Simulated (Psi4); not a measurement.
# Br2 (bromine) at M06-L/def2-QZVPD (density fitting, sweep point 6)

Aim: the energy change on altering one bond length of Br2 (bromine) at M06-L/def2-QZVPD (density fitting, sweep point 6), from 2 runs. 

Program for the calculation: Psi4 1.11.

## (1) The structure to begin with

Br2 has 2 atoms, charge 0, and is taken as a singlet. As SMILES, `BrBr`. Geometry: relaxed at GFN2-xTB.

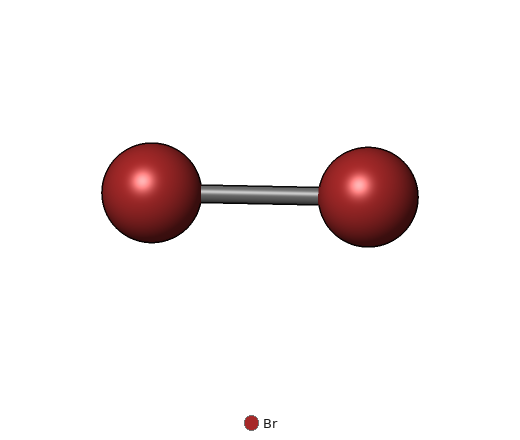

Viewed from a chosen angle; bromine red.

## (2) A single-point energy at M06-L/def2-QZVPD (density fitting, sweep point 6)

File input.inp:

```
memory 1600 mb

molecule molecule1 {
  0 1
  Br     1.83893029    -0.61499247     0.94219855
  Br    -1.83893029     0.61499247    -0.94219855
  units au
  symmetry c1
}

set globals {
  puream               true
  scf_type             df
  dft_radial_points    99
  dft_spherical_points 590
}

energy("m06-l/def2-QZVPD")
```

Command:

```bash
$ psi4 -n 1 input.inp input.out
```

input.out:

```text
[...]
  Running in c1 symmetry.
[...]
  Nuclear repulsion =  284.112838548363641
[...]
  Multiplicity = 1
[...]
  Nalpha       = 35
  Nbeta        = 35
[...]
    Number of basis functions: 168
[...]
   @DF-RKS iter   1: -5147.37128292145826   -2.23580e+00   1.84562e-02 ADIIS/DIIS
[...]
   @DF-RKS iter   7: -5148.21460167798523   -4.46643e-07   3.33527e-07 DIIS
[...]
    Orbital Energies [Eh]
    ---------------------
    Doubly Occupied:
       1A   -482.151847     2A   -482.151847     3A    -62.404596
       4A    -62.404596     5A    -56.111966     6A    -56.111966
       7A    -56.105829     8A    -56.105829     9A    -56.105829
      10A    -56.105829    11A     -8.729241    12A     -8.729233
      13A     -6.506810    14A     -6.506709    15A     -6.486807
      16A     -6.486807    17A     -6.486801    18A     -6.486801
      19A     -2.577706    20A     -2.575610    21A     -2.572538
      22A     -2.572538    23A     -2.571935    24A     -2.571935
      25A     -2.557481    26A     -2.557480    27A     -2.557427
      28A     -2.557426    29A     -0.809225    30A     -0.689567
      31A     -0.400614    32A     -0.333977    33A     -0.333977
      34A     -0.255599    35A     -0.255599
[...]
  @DF-RKS Final Energy: -5148.21460167798523
   => Energetics <=
    Nuclear Repulsion Energy =            284.1128385483636407
    One-Electron Energy =               -7731.7354396591344994
    Two-Electron Energy =                2481.9717328953593096
    DFT Exchange-Correlation Energy =    -182.5637334625731967
    Empirical Dispersion Energy =           0.0000000000000000
    VV10 Nonlocal Energy =                  0.0000000000000000
    Total Energy =                      -5148.2146016779852289
[...]
 Multipole Moments:
 ------------------------------------------------------------------------------------
     Multipole            Electronic (a.u.)      Nuclear  (a.u.)        Total (a.u.)
 ------------------------------------------------------------------------------------
 L = 1.  Multiply by 2.5417464519 to convert [e a0] to [Debye]
 Dipole X            :         -0.0000000            0.0000000           -0.0000000
 Dipole Y            :         -0.0000000            0.0000000           -0.0000000
 Dipole Z            :          0.0000000            0.0000000            0.0000000
 Magnitude           :                                                    0.0000000
[...]
```

Wall time 15 s (1 thread of Intel Xeon Platinum 8488C (Sapphire Rapids), shared host); peak memory 0.9 GiB.

## (3) The distorted shape at the same level

File br2.in:

```
memory 1600 MB

molecule m {
  0 1
  Br     3.67793427    -1.23000951     1.88443489
  Br    -1.83893029     0.61499247    -0.94219855
  units au
  symmetry c1
}

set {
  reference rks
  puream true
  scf_type df
  dft_radial_points 99
  dft_spherical_points 590
}

e, wfn = energy('m06-l/def2-QZVPD', return_wfn=True)
```

Command:

```bash
$ psi4 -n 1 br2.in br2.out
```

br2.out:

```text
[...]
  Running in c1 symmetry.
[...]
  Nuclear repulsion =  189.406029243198986
[...]
  Multiplicity = 1
[...]
  Nalpha       = 35
  Nbeta        = 35
[...]
    Number of basis functions: 168
[...]
   @DF-RKS iter   1: -5147.28025554113083   -2.42288e+00   1.84748e-02 ADIIS/DIIS
[...]
   @DF-RKS iter   8: -5148.13265251030134   -5.54792e-10   2.74858e-07 DIIS
[...]
    Orbital Energies [Eh]
    ---------------------
    Doubly Occupied:
       1A   -482.162413     2A   -482.162389     3A    -62.414552
       4A    -62.414528     5A    -56.122593     6A    -56.122570
       7A    -56.115648     8A    -56.115648     9A    -56.115625
      10A    -56.115625    11A     -8.737316    12A     -8.737295
      13A     -6.516545    14A     -6.516523    15A     -6.494154
      16A     -6.494154    17A     -6.494133    18A     -6.494133
      19A     -2.586134    20A     -2.586110    21A     -2.581050
      22A     -2.581050    23A     -2.581028    24A     -2.581028
      25A     -2.564482    26A     -2.564480    27A     -2.564461
      28A     -2.564460    29A     -0.742111    30A     -0.733021
      31A     -0.329111    32A     -0.297974    33A     -0.297974
      34A     -0.288361    35A     -0.288361
[...]
  @DF-RKS Final Energy: -5148.13265251030134
   => Energetics <=
    Nuclear Repulsion Energy =            189.4060292431989865
    One-Electron Energy =               -7541.9399339623187188
    Two-Electron Energy =                2386.8280376798675206
    DFT Exchange-Correlation Energy =    -182.4267854710491861
    Empirical Dispersion Energy =           0.0000000000000000
    VV10 Nonlocal Energy =                  0.0000000000000000
    Total Energy =                      -5148.1326525103013410
[...]
 Multipole Moments:
 ------------------------------------------------------------------------------------
     Multipole            Electronic (a.u.)      Nuclear  (a.u.)        Total (a.u.)
 ------------------------------------------------------------------------------------
 L = 1.  Multiply by 2.5417464519 to convert [e a0] to [Debye]
 Dipole X            :          0.0015753            0.0000000            0.0015753
 Dipole Y            :          0.0000000            0.0000000            0.0000000
 Dipole Z            :          0.0000000            0.0000000            0.0000000
 Magnitude           :                                                    0.0015753
[...]
```

Wall time 13 s (1 thread of Intel Xeon Platinum 8488C (Sapphire Rapids), shared host); peak memory 1.3 GiB.

## (4) Outcome

Level: M06-L/def2-QZVPD (density fitting, sweep point 6).

| quantity | value |
| --- | --- |
| first shape: total energy | -5148.21460 Eh |
| first shape: dipole moment | 0.00 D |
| first shape: HOMO energy | -6.96 eV |
| first shape: LUMO energy | -3.86 eV |
| first shape: HOMO–LUMO gap | 3.09 eV |
| distorted shape: total energy | -5148.13265 Eh |
| distorted shape: dipole moment | 0.00 D |
| distorted shape: HOMO energy | -7.85 eV |
| distorted shape: LUMO energy | -7.52 eV |
| distorted shape: HOMO–LUMO gap | 0.33 eV |
| energy change with the Br1–Br2 bond stretched from 2.282 to 3.422 Å | 2.230 eV |

In words: With the Br1–Br2 bond stretched from 2.282 to 3.422 Å the energy rises by 2.23 eV (51 kcal/mol). The first shape isn't relaxed at this level, so the change isn't measured from a minimum. A restricted reference can't describe the breaking bond well at this length.
